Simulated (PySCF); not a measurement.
# C2H5BrOSi: electronic excitations and core binding energies

Wanted: the electronic excitations and core binding energies of C2H5BrOSi (`O=C[SiH2]CBr`), by calculation.

Programs: PySCF 2.14.0, with density-fitted response routines of our own. Each step states its level of theory. These are calculated values for one molecule in the gas phase, unless marked as measured. Atoms count from 0, in the outputs and in this text.

## 1. The molecule as given

10 atoms, charge 0, multiplicity 1; geometry from: GFN2-xTB.

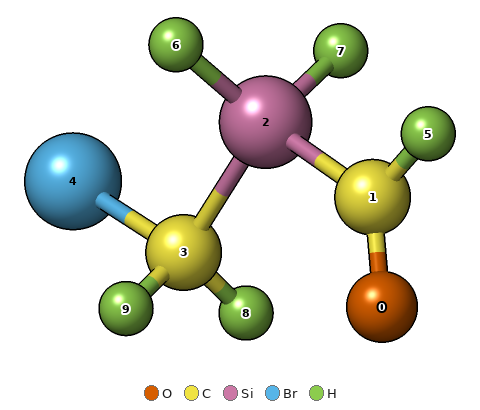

The starting geometry (oxygen orange, carbon yellow, silicon pink, bromine blue, hydrogen green), atoms numbered; sticks join atoms by distance.

## 2. TDDFT and polarisability: CAM-B3LYP/def2-SVPD

The job: settings as JSON, then the geometry in Å.

```
{"job": {"kind": "uv", "xc": "CAM-B3LYP", "basis": "def2-SVPD", "nstates": 8, "ntriplets": 3}, "charge": 0, "multiplicity": 1}
O     -1.881844     0.240599    -1.414075
C     -1.770740     0.350061    -0.220793
Si    -0.120059     0.109040     0.731936
C      1.209186    -0.317535    -0.561566
Br     2.918694    -0.578271     0.354185
H     -2.663164     0.605575     0.388173
H      0.217189     1.361078     1.409835
H     -0.280996    -0.997590     1.675417
H      1.008666    -1.243225    -1.096659
H      1.371951     0.474923    -1.288981
```

Method: TDDFT CAM-B3LYP/def2-SVPD, vertical, gas phase, core orbitals frozen in the response.

Run with:

```
$ OMP_NUM_THREADS=1 python probes_run.py task.json out
```

This one command runs all jobs of the session in turn.

Standard output:

```text
coarse grid: 41648 points
cycle   1  E = -3017.4946726878  dE = -6.444e-01  |g| = 7.510e-01  |ddm| = 3.728e+00
cycle   2  E = -3017.2562673421  dE =  2.384e-01  |g| = 1.370e+00  |ddm| = 1.606e+00
cycle   3  E = -3017.6192307212  dE = -3.630e-01  |g| = 5.061e-02  |ddm| = 1.044e+00
cycle   4  E = -3017.6197462128  dE = -5.155e-04  |g| = 3.209e-02  |ddm| = 1.162e-01
cycle   5  E = -3017.6199998473  dE = -2.536e-04  |g| = 1.304e-02  |ddm| = 4.711e-02
cycle   6  E = -3017.6200409857  dE = -4.114e-05  |g| = 2.502e-03  |ddm| = 1.628e-02
cycle   7  E = -3017.6200429887  dE = -2.003e-06  |g| = 6.214e-04  |ddm| = 5.462e-03
final grid: 85488 points
cycle   8  E = -3017.6200083761  dE = -4.746e-08  |g| = 6.676e-04  |ddm| = 2.209e-03
cycle   9  E = -3017.6200082672  dE =  1.089e-07  |g| = 1.054e-03  |ddm| = 1.188e-03
cycle  10  E = -3017.6200084605  dE = -1.934e-07  |g| = 8.179e-05  |ddm| = 7.207e-04
cycle  11  E = -3017.6200084617  dE = -1.200e-09  |g| = 2.643e-05  |ddm| = 9.884e-05
cycle  12  E = -3017.6200084619  dE = -2.246e-10  |g| = 7.791e-06  |ddm| = 5.714e-05
converged SCF energy = -3017.6200084619

Static polarisability (au): isotropic 75.742, principal 59.135 71.837 96.254

Singlet excitations
state   eV       nm        f      main configurations
  1   3.2377    382.9   0.00030   H->L 0.88, H-1->L 0.10
  2   5.7047    217.3   0.01761   H->L+1 0.56, H-1->L+1 0.34
  3   6.0140    206.2   0.00139   H-2->L+1 0.86
  4   6.3019    196.7   0.00169   H-1->L+1 0.41, H->L+1 0.26, H->L+2 0.13
  5   6.4066    193.5   0.00078   H-1->L 0.83, H->L 0.10
  6   6.6568    186.3   0.07311   H->L+2 0.65, H->L+3 0.23
  7   6.8565    180.8   0.00298   H-2->L 0.99
  8   7.1596    173.2   0.00972   H->L+3 0.49, H-1->L+2 0.18, H-1->L+1 0.12

Triplet excitations (Tamm-Dancoff, eV): 2.5538 5.1105 5.3605
```

Wall time 44 s (1 thread of Arm Neoverse N1, shared host); peak memory 0.7 GiB.

The orbitals next to the gap, with their largest atomic shares:

| orbital | eV | atoms |
| --- | --- | --- |
| HOMO−3 | -11.74 | Si2 36 %, H7 22 %, H6 22 % |
| HOMO−2 | -9.54 | Br4 84 %, C3 11 % |
| HOMO−1 | -9.51 | Br4 62 %, C3 13 %, O0 11 % |
| HOMO | -8.64 | O0 41 %, C1 19 %, Br4 14 % |
| LUMO | -0.63 | C1 40 %, O0 34 %, Si2 13 % |
| LUMO+1 | 0.30 | Br4 51 %, C3 19 %, Si2 10 % |
| LUMO+2 | 0.96 | Si2 24 %, Br4 22 %, C3 14 % |

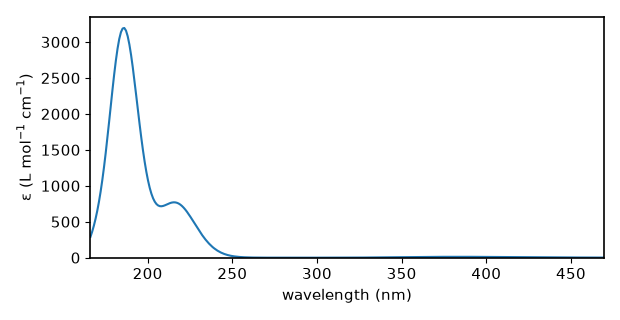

Absorption spectrum: each of the 8 states is a Gaussian band of 0.4 eV half-width at 1/e. Beyond the last state computed it falls off for lack of states.

Ground-state properties from the same run:

| property | computed |
| --- | --- |
| dipole moment (D) | 1.68 |
| polarisability (Å³) | 11.22 |
| HOMO–LUMO gap (eV) | 8.01 |
| −ε(HOMO) (eV) | 8.64 |

## 3. Core-electron binding energies: SCAN, X2C

Same as in step 2 but for these lines:

```diff
@@ -1,2 +1,2 @@
-{"job": {"kind": "uv", "xc": "CAM-B3LYP", "basis": "def2-SVPD", "nstates": 8, "ntriplets": 3}, "charge": 0, "multiplicity": 1}
+{"job": {"kind": "xps"}, "charge": 0, "multiplicity": 1}
 O     -1.881844     0.240599    -1.414075
```

With the program's defaults for keys left out, this is: delta-SCF UKS SCAN, pcX-2 on the ionised atom, pcseg-1 elsewhere, spin-free X2C.

Standard output:

```text
ground state, core basis on atom 0 (O), 143 functions
  cycle   1  E = -3042.99363949  |g| = 7.86e-01
  cycle   2  E = -3042.15995879  |g| = 2.10e+00
  cycle   3  E = -3043.10676744  |g| = 1.47e-01
  cycle   4  E = -3043.11051674  |g| = 7.66e-02
  cycle   5  E = -3043.11176615  |g| = 3.24e-02
  cycle   6  E = -3043.11205517  |g| = 9.66e-03
  cycle   7  E = -3043.11208293  |g| = 2.70e-03
  cycle   8  E = -3043.11208503  |g| = 7.40e-04
  cycle   9  E = -3043.11208854  |g| = 1.13e-04
  E(ground) = -3043.29241540 Eh
hole in O 1s of atom 0
  cycle   1  E = -3022.48606937  |g| = 2.22e+00
  cycle   2  E = -3020.68461821  |g| = 2.44e+00
  cycle   3  E = -3021.95921165  |g| = 1.30e+00
  cycle   4  E = -3023.04155034  |g| = 5.64e-01
  cycle   5  E = -3023.21146548  |g| = 3.81e-01
  cycle   6  E = -3023.29338403  |g| = 1.72e-01
  cycle   7  E = -3023.31126611  |g| = 1.02e-01
  cycle   8  E = -3023.12829822  |g| = 4.02e-01
  cycle   9  E = -3023.15276423  |g| = 3.70e-01
  cycle  10  E = -3023.32062477  |g| = 3.50e-02
  cycle  11  E = -3023.29367668  |g| = 1.70e-01
  cycle  12  E = -3023.30295373  |g| = 1.39e-01
  cycle  13  E = -3023.32149536  |g| = 7.65e-03
  cycle  14  E = -3023.32154892  |g| = 2.34e-03
  cycle  15  E = -3023.32144550  |g| = 9.90e-03
  cycle  16  E = -3023.32153187  |g| = 5.08e-03
  cycle  17  E = -3023.32155958  |g| = 6.15e-04
  cycle  18  E = -3023.32156392  |g| = 6.76e-04
  cycle  19  E = -3023.32156227  |g| = 8.51e-04
  cycle  20  E = -3023.32156432  |g| = 1.60e-04
  E(ion) = -3023.50255412 Eh   <S^2> = 0.8921   hole on atom = 1.000   binding energy = 538.510 eV
ground state, core basis on atom 1 (C), 143 functions
  cycle   1  E = -3043.08712815  |g| = 7.79e-02
  cycle   2  E = -3043.08377348  |g| = 1.41e-01
  cycle   3  E = -3043.08747661  |g| = 3.39e-02
  cycle   4  E = -3043.08770277  |g| = 7.50e-03
  cycle   5  E = -3043.08771543  |g| = 8.43e-04
  cycle   6  E = -3043.08771605  |g| = 2.99e-04
  E(ground) = -3043.27008823 Eh
hole in C 1s of atom 1
  cycle   1  E = -3031.74743753  |g| = 1.49e+00
  cycle   2  E = -3027.47237772  |g| = 2.82e+00
  cycle   3  E = -3029.42375818  |g| = 1.61e+00
  cycle   4  E = -3030.90024939  |g| = 1.30e+00
  cycle   5  E = -3032.27424898  |g| = 2.44e-01
  cycle   6  E = -3031.87968402  |g| = 7.05e-01
  cycle   7  E = -3032.29571436  |g| = 1.54e-01
  cycle   8  E = -3032.11950565  |g| = 4.29e-01
  cycle   9  E = -3032.30902732  |g| = 5.99e-02
  cycle  10  E = -3032.14995334  |g| = 3.85e-01
  cycle  11  E = -3032.27018693  |g| = 2.22e-01
  cycle  12  E = -3032.19948119  |g| = 3.39e-01
  cycle  13  E = -3032.21780214  |g| = 3.16e-01
  cycle  14  E = -3032.18391806  |g| = 3.55e-01
  cycle  15  E = -3032.31151846  |g| = 4.48e-02
  cycle  16  E = -3032.30549256  |g| = 8.70e-02
  cycle  17  E = -3032.30535649  |g| = 8.84e-02
  cycle  18  E = -3032.30603016  |g| = 8.48e-02
  cycle  19  E = -3032.30593947  |g| = 8.51e-02
  cycle  20  E = -3032.31006036  |g| = 5.90e-02
  cycle  21  E = -3032.31154969  |g| = 4.49e-02
  cycle  22  E = -3032.31319247  |g| = 2.20e-02
  cycle  23  E = -3032.28079049  |g| = 1.96e-01
  cycle  24  E = -3032.30755868  |g| = 8.43e-02
  cycle  25  E = -3032.31010951  |g| = 6.39e-02
  cycle  26  E = -3032.30112163  |g| = 1.21e-01
  cycle  27  E = -3032.31285142  |g| = 2.91e-02
  cycle  28  E = -3032.31251576  |g| = 3.48e-02
  cycle  29  E = -3032.31247473  |g| = 3.51e-02
  cycle  30  E = -3032.31356966  |g| = 1.10e-03
  cycle  31  E = -3032.31351088  |g| = 8.33e-03
  cycle  32  E = -3032.31355903  |g| = 3.91e-03
  cycle  33  E = -3032.31335526  |g| = 1.57e-02
  cycle  34  E = -3032.31349383  |g| = 9.58e-03
  cycle  35  E = -3032.31356616  |g| = 3.26e-03
  cycle  36  E = -3032.31346972  |g| = 1.11e-02
  cycle  37  E = -3032.31347531  |g| = 1.09e-02
  cycle  38  E = -3032.31346641  |g| = 1.14e-02
  cycle  39  E = -3032.31344651  |g| = 1.22e-02
  cycle  40  E = -3032.31350544  |g| = 8.92e-03
  cycle  41  E = -3032.31357465  |g| = 2.39e-03
  cycle  42  E = -3032.31358055  |g| = 1.23e-03
  cycle  43  E = -3032.31329437  |g| = 1.81e-02
  cycle  44  E = -3032.31352402  |g| = 8.25e-03
  cycle  45  E = -3032.31357408  |g| = 3.26e-03
  cycle  46  E = -3032.31358519  |g| = 1.25e-03
  cycle  47  E = -3032.31358728  |g| = 6.98e-04
  cycle  48  E = -3032.31358625  |g| = 1.63e-03
  cycle  49  E = -3032.31358637  |g| = 1.78e-04
  E(ion) = -3032.49361420 Eh   <S^2> = 1.0549   hole on atom = 1.000   binding energy = 293.243 eV
ground state, core basis on atom 2 (Si), 154 functions
  cycle   1  E = -3043.17738094  |g| = 2.86e-01
  cycle   2  E = -3043.17719303  |g| = 4.90e-02
  cycle   3  E = -3043.17553818  |g| = 9.97e-02
  cycle   4  E = -3043.17752467  |g| = 1.66e-02
  cycle   5  E = -3043.17756858  |g| = 3.51e-03
  cycle   6  E = -3043.17756883  |g| = 6.19e-04
  cycle   7  E = -3043.17756890  |g| = 1.17e-04
  E(ground) = -3043.31854547 Eh
hole in Si 1s of atom 2
  cycle   1  E = -2974.23567481  |g| = 4.35e+00
  cycle   2  E = -2973.59084211  |g| = 2.49e+00
  cycle   3  E = -2974.13989797  |g| = 1.45e+00
  cycle   4  E = -2975.05803883  |g| = 7.71e-01
  cycle   5  E = -2975.24559756  |g| = 3.36e-01
  cycle   6  E = -2975.29542426  |g| = 8.16e-02
  cycle   7  E = -2975.29773099  |g| = 5.24e-02
  cycle   8  E = -2975.29927892  |g| = 6.88e-03
  cycle   9  E = -2975.29930552  |g| = 2.62e-03
  cycle  10  E = -2975.29930939  |g| = 9.12e-04
  cycle  11  E = -2975.29931090  |g| = 2.48e-04
  E(ion) = -2975.44761253 Eh   <S^2> = 0.7526   hole on atom = 1.000   binding energy = 1846.862 eV
hole in Si 2p of atom 2
  cycle   1  E = -3038.89269672  |g| = 1.24e+00
  cycle   2  E = -3038.37168199  |g| = 1.43e+00
  cycle   3  E = -3038.96299345  |g| = 7.53e-01
  cycle   4  E = -3039.19324360  |g| = 2.55e-01
  cycle   5  E = -3039.21553540  |g| = 8.83e-02
  cycle   6  E = -3039.21970484  |g| = 2.82e-02
  cycle   7  E = -3039.22011038  |g| = 1.03e-02
  cycle   8  E = -3039.22016529  |g| = 3.17e-03
  cycle   9  E = -3039.22017169  |g| = 1.06e-03
  cycle  10  E = -3039.22017352  |g| = 3.93e-04
  E(ion) = -3039.37223718 Eh   <S^2> = 0.7532   hole on atom = 1.002   binding energy = 107.385 eV
  2p3/2 = 107.166 eV   2p1/2 = 107.789 eV
ground state, core basis on atom 3 (C), 143 functions
  cycle   1  E = -3043.08639933  |g| = 6.08e-02
  cycle   2  E = -3043.08642725  |g| = 2.35e-02
  cycle   3  E = -3043.08648206  |g| = 1.95e-02
  cycle   4  E = -3043.08657263  |g| = 7.65e-03
  cycle   5  E = -3043.08658821  |g| = 1.72e-03
  cycle   6  E = -3043.08658913  |g| = 4.47e-04
  E(ground) = -3043.26842806 Eh
hole in C 1s of atom 3
  cycle   1  E = -3031.78891656  |g| = 1.51e+00
  cycle   2  E = -3029.33822020  |g| = 2.34e+00
  cycle   3  E = -3029.61339481  |g| = 1.57e+00
  cycle   4  E = -3031.86790228  |g| = 7.11e-01
  cycle   5  E = -3032.35076013  |g| = 1.96e-01
  cycle   6  E = -3032.36521792  |g| = 1.08e-01
  cycle   7  E = -3032.36800958  |g| = 1.06e-01
  cycle   8  E = -3032.37224474  |g| = 4.10e-02
  cycle   9  E = -3032.37343329  |g| = 1.55e-02
  cycle  10  E = -3032.37355809  |g| = 4.83e-03
  cycle  11  E = -3032.37357114  |g| = 8.86e-04
  cycle  12  E = -3032.37357092  |g| = 4.03e-04
  E(ion) = -3032.55214298 Eh   <S^2> = 0.7777   hole on atom = 1.000   binding energy = 291.605 eV
```

Run time: 1.9 min. Hardware: 1 thread of Arm Neoverse N1, shared host; peak memory 0.61 GiB.

Binding energies by hole, beside the orbital energy of the ground state; the difference holds orbital relaxation and, for a density functional, its self-interaction error:

```csv
hole,stands for,environment,ΔSCF (eV; 2p as the shell's mean),−ε (eV),⟨S²⟩
O1s on O0,O0,carbonyl oxygen,538.51 (doubtful),517.3,0.892
C1s on C1,C1,carbonyl carbon,293.24 (doubtful),276.2,1.055
Si1s on Si2,Si2,"silicon bonded to 2 C, 2 H",1846.86,1793.8,0.753
Si2p on Si2,Si2,"silicon bonded to 2 C, 2 H",107.37,96.7,0.753
C1s on C3,C3,sp3 CH2 bonded to Br and Si,291.60,275.1,0.778
```

Doubtful: the ion did not converge, its hole moved, or its ⟨S²⟩ is well above 0.75.

With the spin-orbit splitting: Si2 2p3/2 107.17, 2p1/2 107.79 eV. The table gives each 2p level as the mean over the whole 2p shell (two parts 2p3/2, one part 2p1/2), which differs a little from the single hole in the log.

## 4. Results

| quantity | value |
| --- | --- |
| lowest singlet (CAM-B3LYP/def2-SVPD) | 3.24 eV (383 nm), f = 0.000 |
| brightest single state of those computed | state 6, 6.66 eV, f = 0.073 |
| lowest triplet | 2.55 eV |
| Si1s binding energies, SCAN/pcX-2 | Si2 1846.86 eV |
| Si2p binding energies, SCAN/pcX-2 | Si2 107.37 eV |
| C1s binding energies, SCAN/pcX-2 (standing for 1 of 2 atoms) | C3 291.60 eV |

**Reading.** The first singlet state (HOMO→LUMO 0.88, HOMO−1→LUMO 0.10) lies at 3.24 eV and is dark; of the 8 states computed, the strongest absorption comes from state 6 at 6.66 eV. The lowest triplet lies 0.68 eV below the lowest singlet (triplets in Tamm-Dancoff, singlets in full TDDFT).
